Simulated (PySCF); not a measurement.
# AsH3 (Arsine): the cost of one run

Programs: PySCF 2.14.0, with density-fitted response routines of our own. Each step states its level of theory. These are calculated values for one molecule, in the gas phase or a continuum, unless marked as measured. Atoms are numbered from 0 throughout.

## Step 1: Starting geometry

4 atoms, charge 0, multiplicity 1; geometry from: GFN2-xTB. The atoms were then displaced at random by about 0.01 Å, so the start is not that level's minimum.

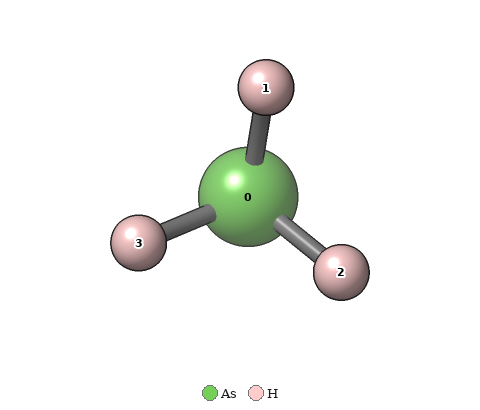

As it starts; arsenic green, hydrogen pink, atoms numbered.

## Step 2: Relaxing the molecule at PBE0-D3(BJ)/def2-TZVP

The job: settings as JSON, then the geometry in Å.

```
{"job": {"xc": "PBE0", "basis": "def2-TZVP", "d3": "d3bj", "grid": 2, "shake": 0.01, "kind": "geom"}, "charge": 0, "multiplicity": 1}
As     0.026160    -0.019300     0.654580
H     -0.157530     1.198560    -0.235080
H     -0.984490    -0.737430    -0.222960
H      1.153850    -0.467210    -0.229540
```

The run is started by

```console
$ OMP_NUM_THREADS=1 python probes_run.py task.json out
```

This one command runs all jobs of the session in turn.

**Question.** How long does this first job take on 1 thread of AMD EPYC 9R45, shared host, and how much memory does it need?

About 3 s, with a peak of 0.31 GiB.
